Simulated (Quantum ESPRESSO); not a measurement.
# Projected density of states of magnetic K2MnSe2, part 2 of 2

Aim: the densities of states of K2MnSe2 in the lowest state of several starts.

Quantum ESPRESSO 7.5; PBEsol with U = 4 eV on Mn d (ortho-atomic projectors); plane waves with GBRV 1.5 PBEsol potentials, no spin-orbit coupling.

So far, absolute magnetization (μB): step 2 (ground-state run) 9.74.

## (3) Projected density of states

Level of this step: PBEsol with U = 4 eV on Mn d (ortho-atomic projectors); plane waves with GBRV 1.5 PBEsol potentials, no spin-orbit coupling, projections on orthogonalised atomic orbitals (Quantum ESPRESSO).

Contents of projwfc.in:

```
&PROJWFC
  prefix = 'pwscf'
  outdir = './tmp'
  filpdos = 'pdos'
  ngauss = 0
  degauss = 0.01
  DeltaE = 0.05
  Emin = -3.85
  Emax = 10.15
/
```

Launch:

```console
> OMP_NUM_THREADS=1 mpirun -n 4 projwfc.x -nk 4 -in projwfc.in > projwfc.out
```

The log of the run:

```text
[banner, memory and clock lines left out]
Program PROJWFC v.7.5 starts

     [... lines left out ...]
     IMPORTANT: XC functional enforced from input :
     Exchange-correlation= PBESOL
                           (   1   4  10   8   0   0   0)
     Any further DFT definition will be discarded
     Please, verify this is what you really want

     G-vector sticks info

     Check: negative core charge=   -0.000012

     negative rho (up, down):  3.333E-04 3.333E-04

     Gaussian broadening (read from input): ngauss,degauss=   0    0.010000

     Calling projwave ....

  Problem Sizes
  natomwfc =           74
  nbnd     =           63
  nkstot   =           36
  npwx     =         8791
  nkb      =          180

     Atomic states used for projection
     (read from pseudopotential files):

     state #   1: atom   1 (K  ), wfc  1 (l=0 m= 1)
     state #   2: atom   1 (K  ), wfc  2 (l=1 m= 1)
     state #   3: atom   1 (K  ), wfc  2 (l=1 m= 2)
     state #   4: atom   1 (K  ), wfc  2 (l=1 m= 3)
     state #   5: atom   1 (K  ), wfc  3 (l=0 m= 1)
     state #   6: atom   1 (K  ), wfc  4 (l=1 m= 1)
     state #   7: atom   1 (K  ), wfc  4 (l=1 m= 2)
     state #   8: atom   1 (K  ), wfc  4 (l=1 m= 3)
     state #   9: atom   2 (K  ), wfc  1 (l=0 m= 1)
     state #  10: atom   2 (K  ), wfc  2 (l=1 m= 1)
     state #  11: atom   2 (K  ), wfc  2 (l=1 m= 2)
     state #  12: atom   2 (K  ), wfc  2 (l=1 m= 3)
     state #  13: atom   2 (K  ), wfc  3 (l=0 m= 1)
     state #  14: atom   2 (K  ), wfc  4 (l=1 m= 1)
     state #  15: atom   2 (K  ), wfc  4 (l=1 m= 2)
     state #  16: atom   2 (K  ), wfc  4 (l=1 m= 3)
     state #  17: atom   3 (K  ), wfc  1 (l=0 m= 1)
     state #  18: atom   3 (K  ), wfc  2 (l=1 m= 1)
     state #  19: atom   3 (K  ), wfc  2 (l=1 m= 2)
     state #  20: atom   3 (K  ), wfc  2 (l=1 m= 3)
     state #  21: atom   3 (K  ), wfc  3 (l=0 m= 1)
     state #  22: atom   3 (K  ), wfc  4 (l=1 m= 1)
     state #  23: atom   3 (K  ), wfc  4 (l=1 m= 2)
     state #  24: atom   3 (K  ), wfc  4 (l=1 m= 3)
     state #  25: atom   4 (K  ), wfc  1 (l=0 m= 1)
     state #  26: atom   4 (K  ), wfc  2 (l=1 m= 1)
     state #  27: atom   4 (K  ), wfc  2 (l=1 m= 2)
     state #  28: atom   4 (K  ), wfc  2 (l=1 m= 3)
     state #  29: atom   4 (K  ), wfc  3 (l=0 m= 1)
     state #  30: atom   4 (K  ), wfc  4 (l=1 m= 1)
     state #  31: atom   4 (K  ), wfc  4 (l=1 m= 2)
     state #  32: atom   4 (K  ), wfc  4 (l=1 m= 3)
     state #  33: atom   5 (Mn1), wfc  1 (l=0 m= 1)
     state #  34: atom   5 (Mn1), wfc  2 (l=1 m= 1)
     state #  35: atom   5 (Mn1), wfc  2 (l=1 m= 2)
     state #  36: atom   5 (Mn1), wfc  2 (l=1 m= 3)
     state #  37: atom   5 (Mn1), wfc  3 (l=0 m= 1)
     state #  38: atom   5 (Mn1), wfc  4 (l=2 m= 1)
     state #  39: atom   5 (Mn1), wfc  4 (l=2 m= 2)
     state #  40: atom   5 (Mn1), wfc  4 (l=2 m= 3)
     state #  41: atom   5 (Mn1), wfc  4 (l=2 m= 4)
     state #  42: atom   5 (Mn1), wfc  4 (l=2 m= 5)
     state #  43: atom   5 (Mn1), wfc  5 (l=1 m= 1)
     state #  44: atom   5 (Mn1), wfc  5 (l=1 m= 2)
     state #  45: atom   5 (Mn1), wfc  5 (l=1 m= 3)
     state #  46: atom   6 (Mn2), wfc  1 (l=0 m= 1)
     state #  47: atom   6 (Mn2), wfc  2 (l=1 m= 1)
     state #  48: atom   6 (Mn2), wfc  2 (l=1 m= 2)
     state #  49: atom   6 (Mn2), wfc  2 (l=1 m= 3)
     state #  50: atom   6 (Mn2), wfc  3 (l=0 m= 1)
     state #  51: atom   6 (Mn2), wfc  4 (l=2 m= 1)
     state #  52: atom   6 (Mn2), wfc  4 (l=2 m= 2)
     state #  53: atom   6 (Mn2), wfc  4 (l=2 m= 3)
     state #  54: atom   6 (Mn2), wfc  4 (l=2 m= 4)
     state #  55: atom   6 (Mn2), wfc  4 (l=2 m= 5)
     state #  56: atom   6 (Mn2), wfc  5 (l=1 m= 1)
     state #  57: atom   6 (Mn2), wfc  5 (l=1 m= 2)
     state #  58: atom   6 (Mn2), wfc  5 (l=1 m= 3)
     state #  59: atom   7 (Se ), wfc  1 (l=0 m= 1)
     state #  60: atom   7 (Se ), wfc  2 (l=1 m= 1)
     state #  61: atom   7 (Se ), wfc  2 (l=1 m= 2)
     state #  62: atom   7 (Se ), wfc  2 (l=1 m= 3)
     state #  63: atom   8 (Se ), wfc  1 (l=0 m= 1)
     state #  64: atom   8 (Se ), wfc  2 (l=1 m= 1)
     state #  65: atom   8 (Se ), wfc  2 (l=1 m= 2)
     state #  66: atom   8 (Se ), wfc  2 (l=1 m= 3)
     state #  67: atom   9 (Se ), wfc  1 (l=0 m= 1)
     state #  68: atom   9 (Se ), wfc  2 (l=1 m= 1)
     state #  69: atom   9 (Se ), wfc  2 (l=1 m= 2)
     state #  70: atom   9 (Se ), wfc  2 (l=1 m= 3)
     state #  71: atom  10 (Se ), wfc  1 (l=0 m= 1)
     state #  72: atom  10 (Se ), wfc  2 (l=1 m= 1)
     state #  73: atom  10 (Se ), wfc  2 (l=1 m= 2)
     state #  74: atom  10 (Se ), wfc  2 (l=1 m= 3)

 [... projections of the bands left out ...]

Lowdin Charges:

     Atom #   1: total charge =   8.7069, s =  2.1251, p =  6.5818, d =  0.0000,
                 spin up      =   4.3534, s =  1.0625,
                 spin up      =   4.3534, p =  3.2909, pz=  1.0931, px=  1.0979, py=  1.0999,
                 spin up      =   4.3534, d =  0.0000, dz2=  0.0000, dxz=  0.0000, dyz=  0.0000, dx2-y2=  0.0000, dxy=  0.0000,
                 spin down    =   4.3534, s =  1.0625,
                 spin down    =   4.3534, p =  3.2909, pz=  1.0931, px=  1.0979, py=  1.0999,
                 spin down    =   4.3534, d =  0.0000, dz2=  0.0000, dxz=  0.0000, dyz=  0.0000, dx2-y2=  0.0000, dxy=  0.0000,
                 polarization =  -0.0000, s = -0.0000, p = -0.0000, d =  0.0000,
     Atom #   2: total charge =   8.7069, s =  2.1251, p =  6.5818, d =  0.0000,
                 spin up      =   4.3534, s =  1.0625,
                 spin up      =   4.3534, p =  3.2909, pz=  1.0931, px=  1.0979, py=  1.0999,
                 spin up      =   4.3534, d =  0.0000, dz2=  0.0000, dxz=  0.0000, dyz=  0.0000, dx2-y2=  0.0000, dxy=  0.0000,
                 spin down    =   4.3534, s =  1.0625,
                 spin down    =   4.3534, p =  3.2909, pz=  1.0931, px=  1.0979, py=  1.0999,
                 spin down    =   4.3534, d =  0.0000, dz2=  0.0000, dxz=  0.0000, dyz=  0.0000, dx2-y2=  0.0000, dxy=  0.0000,
                 polarization =  -0.0000, s = -0.0000, p = -0.0000, d =  0.0000,
     Atom #   3: total charge =   8.7069, s =  2.1251, p =  6.5818, d =  0.0000,
                 spin up      =   4.3534, s =  1.0625,
                 spin up      =   4.3534, p =  3.2909, pz=  1.0931, px=  1.0979, py=  1.0999,
                 spin up      =   4.3534, d =  0.0000, dz2=  0.0000, dxz=  0.0000, dyz=  0.0000, dx2-y2=  0.0000, dxy=  0.0000,
                 spin down    =   4.3534, s =  1.0625,
                 spin down    =   4.3534, p =  3.2909, pz=  1.0931, px=  1.0979, py=  1.0999,
                 spin down    =   4.3534, d =  0.0000, dz2=  0.0000, dxz=  0.0000, dyz=  0.0000, dx2-y2=  0.0000, dxy=  0.0000,
                 polarization =  -0.0000, s = -0.0000, p = -0.0000, d =  0.0000,
     Atom #   4: total charge =   8.7069, s =  2.1251, p =  6.5818, d =  0.0000,
                 spin up      =   4.3534, s =  1.0625,
                 spin up      =   4.3534, p =  3.2909, pz=  1.0931, px=  1.0979, py=  1.0999,
                 spin up      =   4.3534, d =  0.0000, dz2=  0.0000, dxz=  0.0000, dyz=  0.0000, dx2-y2=  0.0000, dxy=  0.0000,
                 spin down    =   4.3534, s =  1.0625,
                 spin down    =   4.3534, p =  3.2909, pz=  1.0931, px=  1.0979, py=  1.0999,
                 spin down    =   4.3534, d =  0.0000, dz2=  0.0000, dxz=  0.0000, dyz=  0.0000, dx2-y2=  0.0000, dxy=  0.0000,
                 polarization =  -0.0000, s = -0.0000, p = -0.0000, d =  0.0000,
     Atom #   5: total charge =  15.0729, s =  2.4803, p =  7.2967, d =  5.2959,
                 spin up      =   9.9412, s =  1.2733,
                 spin up      =   9.9412, p =  3.7202, pz=  1.2374, px=  1.2458, py=  1.2370,
                 spin up      =   9.9412, d =  4.9478, dz2=  0.9900, dxz=  0.9873, dyz=  0.9874, dx2-y2=  0.9973, dxy=  0.9858,
                 spin down    =   5.1317, s =  1.2070,
                 spin down    =   5.1317, p =  3.5765, pz=  1.1891, px=  1.1980, py=  1.1894,
                 spin down    =   5.1317, d =  0.3482, dz2=  0.0418, dxz=  0.0960, dyz=  0.0916, dx2-y2=  0.0389, dxy=  0.0799,
                 polarization =   4.8095, s =  0.0662, p =  0.1437, d =  4.5996,
     Atom #   6: total charge =  15.0729, s =  2.4803, p =  7.2967, d =  5.2959,
                 spin up      =   5.1317, s =  1.2070,
                 spin up      =   5.1317, p =  3.5765, pz=  1.1891, px=  1.1980, py=  1.1894,
                 spin up      =   5.1317, d =  0.3482, dz2=  0.0418, dxz=  0.0960, dyz=  0.0916, dx2-y2=  0.0389, dxy=  0.0799,
                 spin down    =   9.9412, s =  1.2733,
                 spin down    =   9.9412, p =  3.7202, pz=  1.2374, px=  1.2458, py=  1.2370,
                 spin down    =   9.9412, d =  4.9478, dz2=  0.9900, dxz=  0.9873, dyz=  0.9874, dx2-y2=  0.9973, dxy=  0.9858,
                 polarization =  -4.8096, s = -0.0662, p = -0.1437, d = -4.5996,
     Atom #   7: total charge =   6.2027, s =  1.5662, p =  4.6365, d =  0.0000,
                 spin up      =   3.1014, s =  0.7831,
                 spin up      =   3.1014, p =  2.3183, pz=  0.7541, px=  0.7789, py=  0.7853,
                 spin up      =   3.1014, d =  0.0000, dz2=  0.0000, dxz=  0.0000, dyz=  0.0000, dx2-y2=  0.0000, dxy=  0.0000,
                 spin down    =   3.1013, s =  0.7831,
                 spin down    =   3.1013, p =  2.3182, pz=  0.7541, px=  0.7788, py=  0.7853,
                 spin down    =   3.1013, d =  0.0000, dz2=  0.0000, dxz=  0.0000, dyz=  0.0000, dx2-y2=  0.0000, dxy=  0.0000,
                 polarization =   0.0000, s =  0.0000, p =  0.0000, d =  0.0000,
     Atom #   8: total charge =   6.2027, s =  1.5662, p =  4.6365, d =  0.0000,
                 spin up      =   3.1014, s =  0.7831,
                 spin up      =   3.1014, p =  2.3183, pz=  0.7541, px=  0.7789, py=  0.7853,
                 spin up      =   3.1014, d =  0.0000, dz2=  0.0000, dxz=  0.0000, dyz=  0.0000, dx2-y2=  0.0000, dxy=  0.0000,
                 spin down    =   3.1013, s =  0.7831,
                 spin down    =   3.1013, p =  2.3182, pz=  0.7541, px=  0.7788, py=  0.7853,
                 spin down    =   3.1013, d =  0.0000, dz2=  0.0000, dxz=  0.0000, dyz=  0.0000, dx2-y2=  0.0000, dxy=  0.0000,
                 polarization =   0.0000, s =  0.0000, p =  0.0000, d =  0.0000,
     Atom #   9: total charge =   6.2027, s =  1.5662, p =  4.6365, d =  0.0000,
                 spin up      =   3.1014, s =  0.7831,
                 spin up      =   3.1014, p =  2.3183, pz=  0.7541, px=  0.7789, py=  0.7853,
                 spin up      =   3.1014, d =  0.0000, dz2=  0.0000, dxz=  0.0000, dyz=  0.0000, dx2-y2=  0.0000, dxy=  0.0000,
                 spin down    =   3.1013, s =  0.7831,
                 spin down    =   3.1013, p =  2.3182, pz=  0.7541, px=  0.7788, py=  0.7853,
                 spin down    =   3.1013, d =  0.0000, dz2=  0.0000, dxz=  0.0000, dyz=  0.0000, dx2-y2=  0.0000, dxy=  0.0000,
                 polarization =   0.0000, s =  0.0000, p =  0.0000, d =  0.0000,
     Atom #  10: total charge =   6.2027, s =  1.5662, p =  4.6365, d =  0.0000,
```

The job ended after 4.6 s (4 MPI ranks of Intel Xeon Platinum 8488C (Sapphire Rapids), shared host; peak memory 0.68 GiB; 18 s of CPU time).

The density of states has structure finer than the step of the table below, so its rows give means over 1 eV, whole bins alone (the curve runs from -9.00 to 5.05 eV). Peaks (eV: height): up -5.5: 16.4, -2.2: 8.28, -1.4: 7.26, 2.5: 11.3; down -5.5: 16.4, -2.2: 8.28, -1.4: 7.26, 2.5: 11.3; K1 p up -2.2: 0.126, 2.5: 0.223, 3.9: 0.393; K1 p down -2.2: 0.126, 2.5: 0.223, 3.9: 0.393; Mn5 d up -5.5: 14.7.

Gaussian broadening of 0.136 eV on the SCF mesh. The density of states by energy, zero at the Fermi level; means over each step; 7 of 8 lines; values in states/eV/cell:

```
energy (eV)      up    down  K1 p up  K1 p down  Mn5 d up  Mn5 d down = Mn6 d up  Mn6 d down
         -7       0       0        0          0         0                      0           0
         -6    3.05    3.05  0.00599    0.00599      2.67                0.00456        2.66
         -5    1.96    1.96  0.00343    0.00343      1.75                0.00146        1.75
         -4    1.74    1.74   0.0201     0.0201    0.0597                 0.0142      0.0597
         -3    2.98    2.98   0.0431     0.0431    0.0865                 0.0385      0.0865
         -2    5.37    5.37   0.0680     0.0680     0.205                  0.230       0.205
         -1    1.90    1.90   0.0130     0.0130     0.122                 0.0403       0.122
          0       0       0        0          0         0                      0           0
          1  0.0298  0.0298   4.8e-4     4.8e-4    2.2e-5                0.00110      2.2e-5
          2    2.93    2.93   0.0678     0.0678   0.00682                   1.54     0.00682
          3    5.18    5.18    0.209      0.209   0.00880                   2.10     0.00880
          4    4.21    4.21    0.276      0.276   0.00697                  0.365     0.00697
```

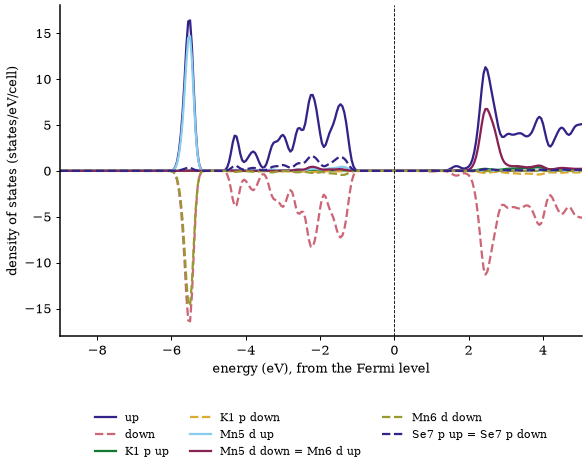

Density of states against energy. Down spins are drawn negative.

## (4) What came out

```
state                      : antiferromagnetic
largest moment in a sphere : 4.34 μB
```

Distinct peaks of the density of states (up) stand at -5.50, -2.20, -1.45, 2.45 and 3.90 eV; the one at -5.50 eV is strongest. These are Kohn–Sham states without spin–orbit coupling, on the mesh of the self-consistent run. The moments are opposed on like sites, so the totals of the two spins are equal and the projections on single atoms show the splitting.

[Logs and program files are shortened in this print: banners, set-up blocks, solver, clock and traceback lines can be left out without a mark of their own.]

[Logs are printed without paths, hosts, clocks, repeated set-up lines and the standing remarks that a program may print on its own settings, such as how far it seeks lower states.]

[Hosts, paths, dates, database ids (printed as entryN), source tags and the programs' standing remarks are cut or masked in the printed files.]

[Where a cell is said to come from a database of computed structures, the database is the Materials Project.]
